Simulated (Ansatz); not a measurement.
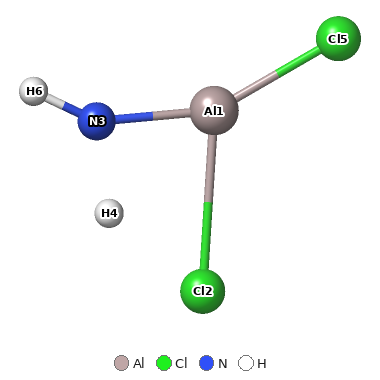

The system is the reacting system AlCl2H2N (fragments AlCl₂H₂N where the first distance is long, AlClHN + ClH where the second is long); the picture shows the reference structure. 
- Coordinates scanned: (1) distance Cl2–H4 (bond that forms); (2) distance Al1–Cl2 (bond that breaks).
- Relaxed at each point: all other coordinates.
- The grid has 11 × 11 points.
- Points are written as (first, second).
- Energies are in kJ/mol, from the lowest grid point.
- The reference is spin-restricted, so regions where a bond is pulled apart into radicals lie too high.
- Method: RKS PBE0-D4/def2-SVP in Ansatz 0.2.0.

Its coordinates:

```xyz
6

Al    0.3870    0.7389    0.1557
Cl    1.3531   -1.3714   -1.0189
N    -0.9915   -0.2548    0.2486
H    -0.2752   -1.1936   -0.3749
Cl    1.4766    2.4685    0.4553
H    -1.9500   -0.3877    0.5340
```

Range: distance Cl2–H4 (bond that forms) from 1.197 to 2.997 Å; distance Al1–Cl2 (bond that breaks) from 2.007 to 3.207 Å.

Question: What landscape does the calculation give?

Answer: The lowest grid point is at (2.997 Å, 2.074 Å). It lies at the edge of the scanned range, so the true minimum may lie outside. The highest grid point, (1.197 Å, 2.007 Å), lies 480 kJ/mol above the lowest.

```csv
"second ↓, first →",1.197,1.298,1.438,1.597,1.770,1.954,2.148,2.350,2.559,2.775,2.997
3.207,433,401,383,364,343,326,313,304,298,293,290
3.059,429,395,371,345,318,296,280,269,262,256,252
2.915,424,387,357,322,289,264,245,232,223,216,211
2.775,418,378,340,298,260,230,209,194,183,175,169
2.641,413,370,323,274,230,197,173,156,143,134,127
2.512,410,362,307,250,201,165,138,119,105,95,87
2.389,410,356,293,229,176,136,107,86,70,59,51
2.273,416,356,284,215,157,114,82,59,43,31,22
2.167,430,365,285,210,148,102,68,44,26,14,5
2.074,454,383,297,217,152,102,67,41,23,9,0
2.007,480,405,314,230,163,112,75,48,29,16,6
```

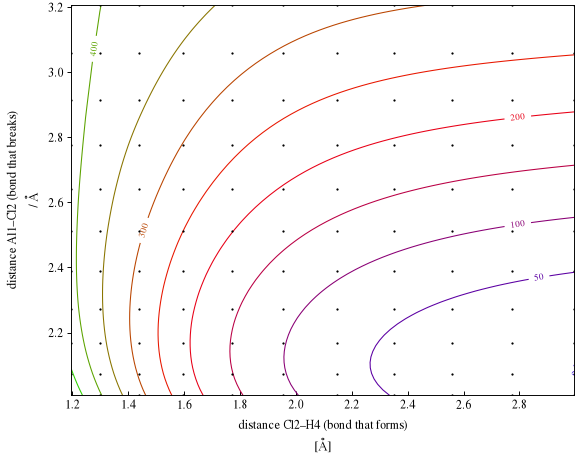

In the figure: contour lines labelled in kJ/mol, dots at the grid points. Between grid points the surface is interpolated.

Time for the 121 points that were run: 19 min on 1 thread of Arm Neoverse V2 (shared host).
